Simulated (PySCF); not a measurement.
```xyz
16

Si    3.0932   -0.2344   -0.0775
O     1.5255   -0.8179   -0.0572
B     0.2436   -0.3739   -0.0111
C    -0.9078   -1.4456   -0.0379
C    -2.2023   -1.0561   -0.0047
B    -2.5596    0.4632    0.0702
C    -1.4172    1.5355    0.0969
C    -0.1192    1.1578    0.0620
H     3.1225    1.2580   -0.0859
H     3.7534   -0.7582   -1.3046
H     3.7852   -0.7468    1.1369
H    -0.6485   -2.5123   -0.0881
H    -2.9948   -1.8157   -0.0276
H    -3.7184    0.8158    0.1105
H    -1.6620    2.6048    0.1470
H     0.6684    1.9245    0.0837
```

Geometry: PBE0-D3(BJ)/def2-SVP.

These are results of PBE0/pcSseg-1, SCF density, gas phase, non-relativistic (PySCF), not measurements.

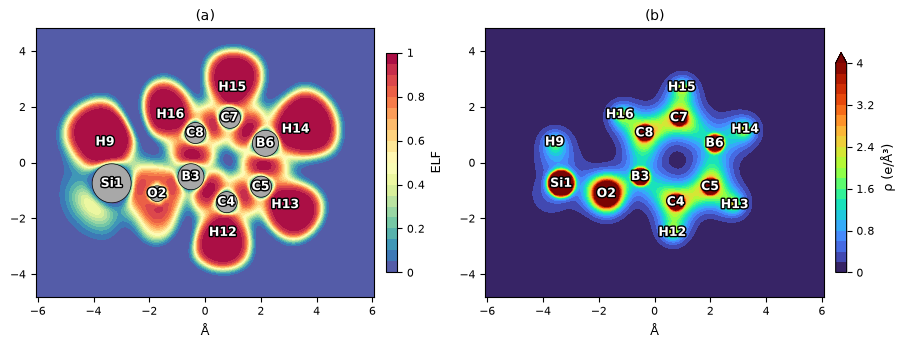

C4H8B2OSi (SMILES [SiH3]OB1C=CBC=C1). (a) electron localisation function; (b) total electron density on the plane of atoms C4, C5 and H13. Grey discs cover the atomic cores in the ELF map.

Question: What do the fields say about this system?

Answer:
- Atoms in the plane: Si, O, B, C and H.
- C–C (1.35 Å): ρ is about 2.2 e/Å³ halfway; the ELF peaks at about 0.95 between the atoms (a covalent bond).
- B–O (1.36 Å): the density is about 2.1 e/Å³ at the midpoint; the ELF peaks at about 0.90 between the atoms; a short, strongly polar bond.
- C–B (1.56 Å): ρ is about 1.4 e/Å³ halfway; the ELF peaks at about 1 between the atoms: a covalent bond.
- Si–O (1.67 Å): ρ at the midpoint is about 1 e/Å³; the ELF peaks at about 0.85 between the atoms: a shared but strongly polarised pair.
- C–H (1.10 Å): ρ is about 2 e/Å³ halfway; the ELF climbs to about 1 towards the hydrogen, as it does in any bond to H (an ordinary covalent bond to hydrogen).
- The ELF also peaks beside O2, away from the bonds: lone-pair regions.
